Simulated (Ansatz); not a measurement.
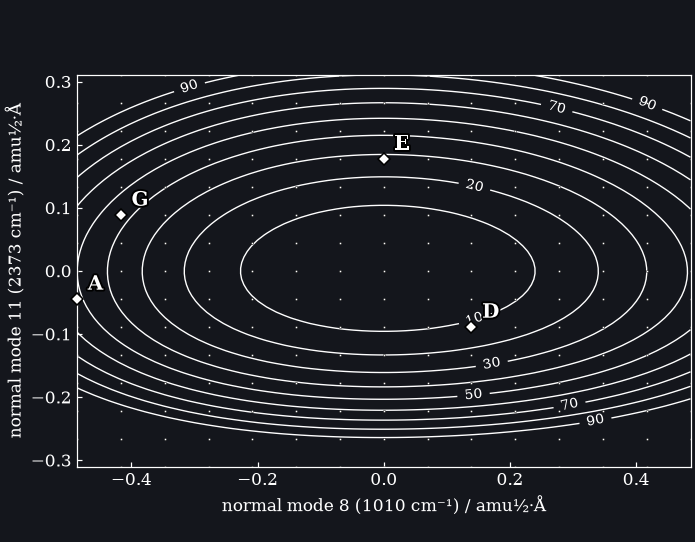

H3OPSi, SMILES O1[SiH2]P1. The first coordinate is: normal mode 8 (1010 cm⁻¹); the second: normal mode 11 (2373 cm⁻¹). Nothing is relaxed (straight displacements along the two mass-weighted modes). Grid: 15 × 15 points. Points are written as (first, second). Energies: kJ/mol, counted from the lowest grid point. Computed with RHF/def2-TZVP (Ansatz 0.2.0).

The picture shows contour lines labelled in kJ/mol (none above 90), dots at the grid points, lettered points. Between grid points the surface is interpolated.

> Rank the lettered points by energy, lowest first.

D (12 kJ/mol), E (28 kJ/mol), G (43 kJ/mol), A (52 kJ/mol).

> What kind of point is each of D, E, G: minimum, saddle, maximum or slope?

D: on a slope; E: on a slope; G: on a slope. (In these two coordinates alone; a stationary point may lie a little off the grid point.)
